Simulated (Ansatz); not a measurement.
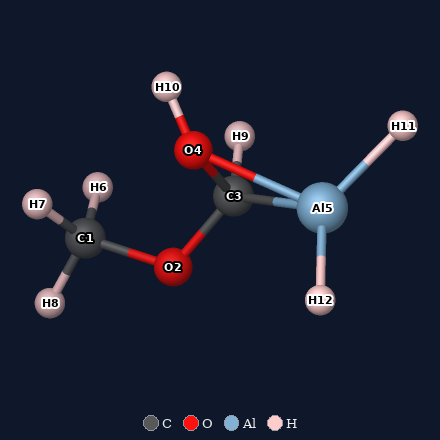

The system is C2H7AlO2; the picture shows the reference structure. 
- First axis: angle C1–O2–C3 (carried through 180). Second axis: change of the bonds O2–C1, O2–C3, all alike.
- Nothing is relaxed (all other coordinates rigid).
- The scan uses a 15 × 15 grid.
- Points are written as (first, second).
- All energies are given in kJ/mol relative to the relaxed molecule at the same level.
- These are results of RHF/def2-SVP (Ansatz), not measurements.

Its coordinates:

```xyz
12

C    -1.3626   -0.6402    1.3027
O    -0.6684    0.4645    0.8108
C     0.5099    0.2353    0.1928
O     0.2749   -0.3838   -1.1785
Al    1.2403    1.3137   -1.2801
H    -0.7355   -1.2334    1.9761
H    -1.7184   -1.2806    0.4924
H    -2.2219   -0.2716    1.8572
H     1.1255   -0.4873    0.7350
H     0.4758   -1.3021   -1.2901
H     2.7648    1.0710   -1.6325
H     0.3926    2.4591   -1.9518
```

Range: angle C1–O2–C3 (carried through 180) from 99.5 to 260.5°; change of the bonds O2–C1, O2–C3, all alike from −0.151 to 0.233 Å.

Q: Predict the map.

A: The lowest grid point is at (122.5°, −0.014 Å), 3.1 kJ/mol from the relaxed molecule at the same level. A higher local minimum lies near (237.5°, −0.014 Å) (14 kJ/mol above the lowest at that grid point). The highest grid point, (260.5°, −0.151 Å), lies 379 kJ/mol above the lowest. On the interpolated surface the easiest way out of the lowest well to the well at about (238°, 0.00 Å) passes a barrier of about 136 kJ/mol. Round the minimum the valley is somewhat tilted: raising the first coordinate shifts the best value of the second coordinate downwards (coupling k₁₂/√(k₁₁k₂₂) about 0.2).

| second ↓, first → | 99.5 | 111.0 | 122.5 | 134.0 | 145.5 | 157.0 | 168.5 | 180.0 | 191.5 | 203.0 | 214.5 | 226.0 | 237.5 | 249.0 | 260.5 |
| --- | --- | --- | --- | --- | --- | --- | --- | --- | --- | --- | --- | --- | --- | --- | --- |
| 0.233 | 164 | 149 | 160 | 186 | 221 | 259 | 290 | 305 | 299 | 274 | 237 | 200 | 171 | 163 | 197 |
| 0.206 | 140 | 122 | 132 | 158 | 194 | 232 | 262 | 277 | 271 | 245 | 209 | 171 | 143 | 138 | 176 |
| 0.178 | 116 | 96 | 105 | 131 | 167 | 204 | 235 | 250 | 243 | 217 | 181 | 143 | 116 | 113 | 156 |
| 0.151 | 96 | 73 | 80 | 106 | 142 | 180 | 210 | 225 | 218 | 192 | 155 | 118 | 92 | 91 | 141 |
| 0.124 | 79 | 52 | 58 | 84 | 120 | 157 | 188 | 202 | 195 | 169 | 132 | 95 | 70 | 72 | 128 |
| 0.096 | 64 | 34 | 38 | 63 | 99 | 137 | 167 | 181 | 174 | 147 | 111 | 74 | 50 | 56 | 119 |
| 0.069 | 55 | 20 | 23 | 47 | 83 | 120 | 150 | 163 | 156 | 130 | 93 | 57 | 35 | 44 | 115 |
| 0.041 | 50 | 10 | 11 | 34 | 70 | 107 | 136 | 149 | 142 | 115 | 79 | 44 | 23 | 37 | 117 |
| 0.014 | 51 | 5 | 4 | 27 | 62 | 99 | 128 | 140 | 132 | 106 | 70 | 36 | 17 | 35 | 125 |
| −0.014 | 59 | 7 | 3 | 25 | 59 | 95 | 124 | 136 | 128 | 102 | 66 | 33 | 17 | 41 | 141 |
| −0.041 | 74 | 16 | 9 | 29 | 63 | 99 | 127 | 139 | 130 | 104 | 69 | 37 | 24 | 54 | 165 |
| −0.069 | 101 | 35 | 24 | 42 | 75 | 110 | 138 | 149 | 140 | 114 | 80 | 50 | 40 | 76 | 200 |
| −0.096 | 137 | 62 | 47 | 64 | 95 | 130 | 157 | 167 | 158 | 133 | 99 | 71 | 65 | 108 | 246 |
| −0.124 | 187 | 103 | 83 | 97 | 128 | 161 | 187 | 197 | 188 | 163 | 130 | 104 | 103 | 155 | 307 |
| −0.151 | 251 | 156 | 131 | 142 | 171 | 203 | 228 | 237 | 228 | 204 | 173 | 149 | 153 | 213 | 382 |

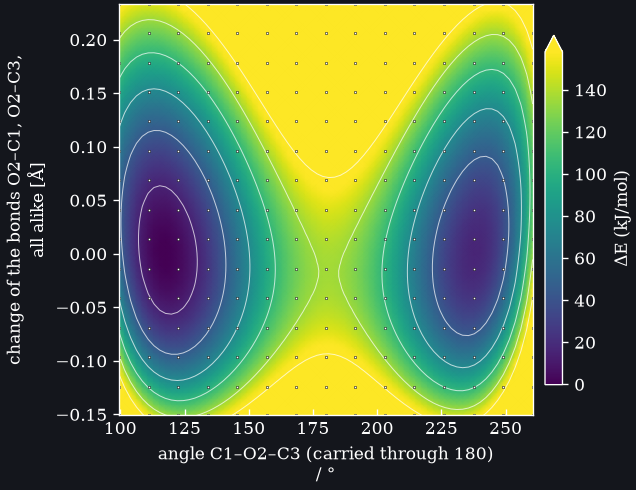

Drawn: a smooth colour map with a few white contour lines, dots at the grid points, one colour for all values above the top of the scale. Between grid points the surface is interpolated.

Time for the 225 points that were run: 9.8 min on 1 thread of Arm Neoverse V1, on a shared host.
